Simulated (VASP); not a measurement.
Shape and ions are relaxed at each volume.

Energy against volume of CrO2 (rutile). These are vdW-DF-cx, VASP's PBE PAW potentials (set 64) (plane waves; VASP 6.6.1) values and carry that method's errors.

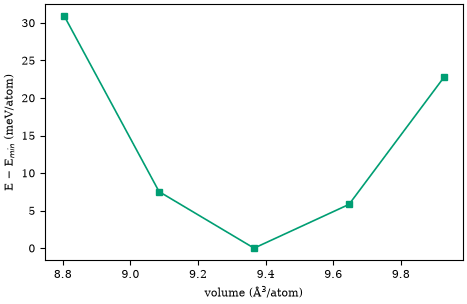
Energy against volume

Problem. Estimate the equilibrium volume and the bulk modulus.

Solution. The minimum lies near 9.4 Å³/atom, and the curvature gives B0 of about 250 GPa.

The compound is CrO2 in the rutile structure. It was relaxed first.
